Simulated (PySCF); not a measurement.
# UMP2/STO-6G run of BHSCl (SMILES S[B]Cl)

What is the energy change on altering one bond length of BHSCl at UMP2/STO-6G? The job is set up through a Python script.

Program for the calculation: PySCF 2.14.0.

9 further runs of the same task are left out: 9 set aside as unsound or not needed.

### 1 Starting point

BHSCl: 4 atoms, total charge 0, spin state doublet. As SMILES, `S[B]Cl`. The coordinates come from a PBE0-D4/def2-TZVP relaxation.

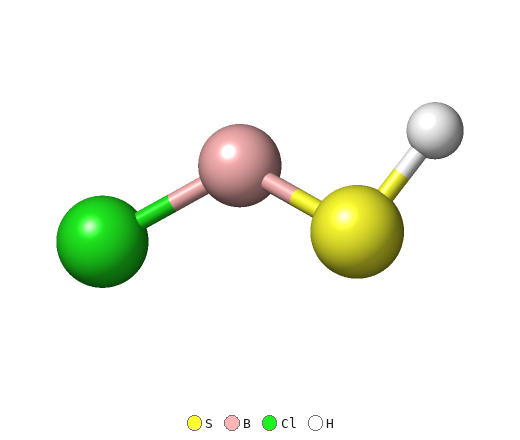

The structure, seen from a chosen angle (sulfur yellow, boron pink, chlorine green, hydrogen white).

### 2 The energy at UMP2/STO-6G

The input, run.py:

```python
from pyscf import gto, scf, mp

mol = gto.M(
    atom='''
S    0.566400  -0.789100   0.531400
B   -0.299600   0.475700  -0.345800
Cl  -2.014100   0.616000  -0.427300
H    1.802900  -0.362900   0.221400
''',
    verbose=3,
    max_memory=1860,
    spin=1,
    charge=0,
    basis='sto-6g',
)

mf = scf.UHF(mol)
mf.conv_tol = 1e-10
mf.kernel()
if not mf.converged:
    mf = mf.newton().run(mf.mo_coeff, mf.mo_occ)

pt = mp.MP2(mf, frozen=11).run()
etot = pt.e_tot
print(f'total energy: {etot:.8f} hartree')
```

Command:

```
$ OMP_NUM_THREADS=1 python run.py
```

Log:

```text
converged SCF energy = -879.35491580291  <S^2> = 0.75778589  2S+1 = 2.0077708
E(UMP2) = -879.416528773286  E_corr = -0.0616129703759004
E(SCS-UMP2) = -879.419580668272  E_corr = -0.0646648653617641
total energy: -879.41652877 hartree
```

Run time: 1.1 s. Hardware: 1 thread of Arm Neoverse V1, shared host; peak memory 0.12 GiB.

### 3 The distorted shape

The input, job.py:

```python
from pyscf import gto, mp

system = gto.M(
    atom='''
S      1.888621    -2.686287     1.833063
B     -0.566162     0.898943    -0.653467
Cl    -3.806097     1.164071    -0.807480
H      4.225267    -1.880886     1.247248
''',
    unit='bohr',
    verbose=3,
    basis='sto-6g',
    max_memory=1860,
    charge=0,
    spin=1,
)

mf = system.UHF()
mf.conv_tol = 1e-10
mf.kernel()
if not mf.converged:
    mf = mf.newton().run(mf.mo_coeff, mf.mo_occ)

pt = mp.MP2(mf, frozen=11).run()
energy = pt.e_tot
print('E = %.10f Eh' % energy)
```

Command:

```
$ OMP_NUM_THREADS=1 python job.py
```

Log:

```text
converged SCF energy = -879.228994894093  <S^2> = 1.085529  2S+1 = 2.3113018
E(UMP2) = -879.275360257152  E_corr = -0.0463653630582029
E(SCS-UMP2) = -879.279157864449  E_corr = -0.0501629703557552
E = -879.2753602572 Eh
```

It took 1.1 s on 1 thread of Arm Neoverse V1, shared host; peak memory 0.12 GiB.

### 4 Results

At UMP2/STO-6G, 11 core orbitals frozen:

| quantity | value |
| --- | --- |
| first shape: total energy | -879.41653 Eh |
| first shape: dipole moment (Hartree–Fock density) | 2.51 D |
| first shape: HOMO energy (Hartree–Fock orbitals) (highest over α and β) | -7.53 eV |
| first shape: LUMO energy (Hartree–Fock orbitals) (lowest over α and β) | 6.04 eV |
| first shape: correlation energy (11 core orbitals frozen) | -61.6 mEh |
| first shape: ⟨S²⟩ of the reference determinant | 0.758 |
| distorted shape: total energy | -879.27536 Eh |
| distorted shape: dipole moment (Hartree–Fock density) | 1.49 D |
| distorted shape: HOMO energy (Hartree–Fock orbitals) (highest over α and β) | -6.93 eV |
| distorted shape: LUMO energy (Hartree–Fock orbitals) (lowest over α and β) | 5.42 eV |
| distorted shape: correlation energy (11 core orbitals frozen) | -46.4 mEh |
| distorted shape: ⟨S²⟩ of the reference determinant | 1.086 |
| energy change with the S1–B2 bond stretched from 1.766 to 2.649 Å | 3.841 eV |

**Reading.** With the S1–B2 bond stretched from 1.766 to 2.649 Å the energy rises by 3.84 eV (89 kcal/mol). The first shape isn't relaxed at this level, so the change isn't measured from a minimum. The minimal basis adds a large error of its own. Mulliken charges (first shape) of the mean-field density run from -0.24 on Cl3 to +0.15 on B2; they depend strongly on the basis. ⟨S²⟩ (distorted shape) is 1.09 where a pure doublet has 0.75: the reference is spin-contaminated.
